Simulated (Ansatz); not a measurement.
Computed frozen-phonon scan: ZnAu (CsCl type)

Relaxed ZnAu (CsCl type):

```yaml
crystal:
  lattice:
    - [6.19172, 0.00000, 0.00000]
    - [0.00000, 3.09586, 0.00000]
    - [0.00000, 0.00000, 3.09586]
  atoms:
    - { symbol: Zn, position: [0.25000, 0.50000, 0.50000] }
    - { symbol: Zn, position: [0.75000, 0.50000, 0.50000] }
    - { symbol: Au, position: [0.00000, 0.00000, 0.00000] }
    - { symbol: Au, position: [0.50000, 0.00000, 0.00000] }
```

The atoms are displaced by Q × the pattern below (from a DFPT mode at X = (0.5, 0.0, 0.0), largest move 1; Q in Å), at fixed cell. (q is in reciprocal vectors of the primitive cell; the cell shown is doubled to hold the pattern.)

```tsv
atom	x	y	z
Au3	1.000	0.000	0.000
Au4	-1.000	0.000	0.000
```

Atoms not listed stay in place.

These are LDA (plane waves to 420 eV, PAW, scalar-relativistic; Ansatz, a quantum-chemistry and plane-wave program) values and carry that method's errors. k mesh 8×15×15 (Γ-centred), Fermi-Dirac smearing 0.05 eV. Energies are smeared free energies. With partly filled bands, energies and forces of such displacements shift with the k mesh and the smearing. Spin-orbit coupling is left out, though Au is heavy. ZnAu was relaxed with its symmetry unable to fall. ΔE is measured from the undisplaced structure.

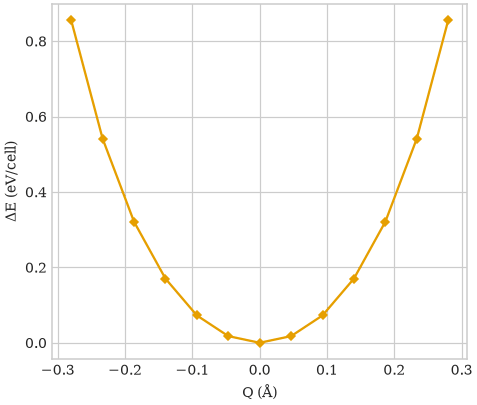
Fig. 1. ΔE (eV/cell) against Q (Å); markers are the computed points, lines only join them.

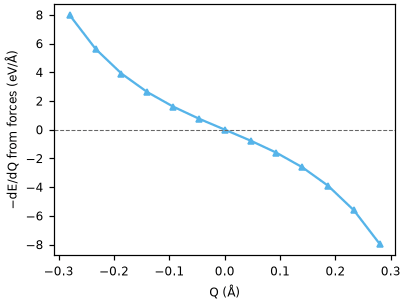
*−dE/dQ from forces (eV/Å) against Q (Å); markers are the computed points, lines only join them.*

The energy at Q = 0.280 Å is 855 meV/cell. Symmetry of the curve: even: the same for both signs. Harmonic wavenumber from the curvature (finite differences): 105 cm⁻¹. Shape of the curve: a single well with its minimum at or next to zero displacement. Space group of the distorted cell: P4/mmm (No. 123), lowered from Pm-3m.

E″ = 16.10 eV/Å², M = Σ mᵢ|uᵢ|² = 393.9 u, ν̃ = 521.5·√(|E″|/M).

(For displaced atoms, the force is minus the slope of the energy, and its curvature is a force constant, which sets phonon frequencies.)
